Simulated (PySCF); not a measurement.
LaBr (triplet)

```xyz
2

La    0.0000    0.0000   -0.9818
Br    0.0000    0.0000    1.7282
```

The calculation used PBE0/x2c-TZVPall, spin-free X2C-1e, Gaussian nucleus, at a bond length of 2.710 Å in PySCF 2.14.0.

### What will maps of the electron density, electron localisation function and spin density show?

La–Br (2.71 Å): ρ at the midpoint is about 0.43 e/Å³; the ELF peaks at about 0.80 in the valence shell of Br, 1.0 Å from its nucleus, and is about 0.35 at the midpoint: a closed-shell, largely ionic contact.
The unpaired spin (2 electrons) lies mostly on La1 (about 2.0), in electrons by Hirshfeld's partition.

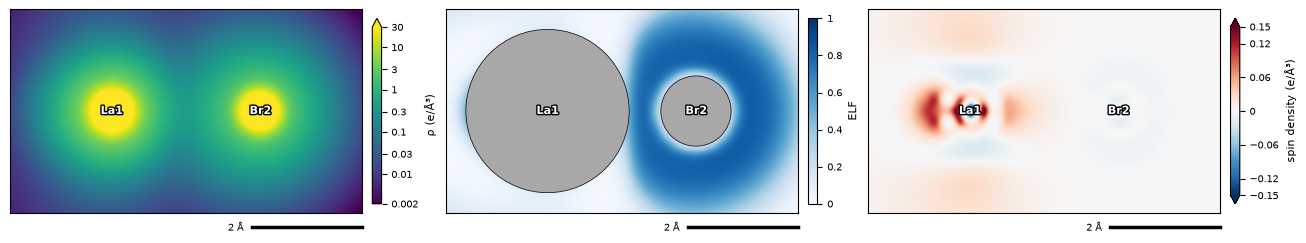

Computed electron density, electron localisation function and spin density on a plane that holds the molecular axis, in this order. Grey discs cover the atomic cores in the ELF map. 
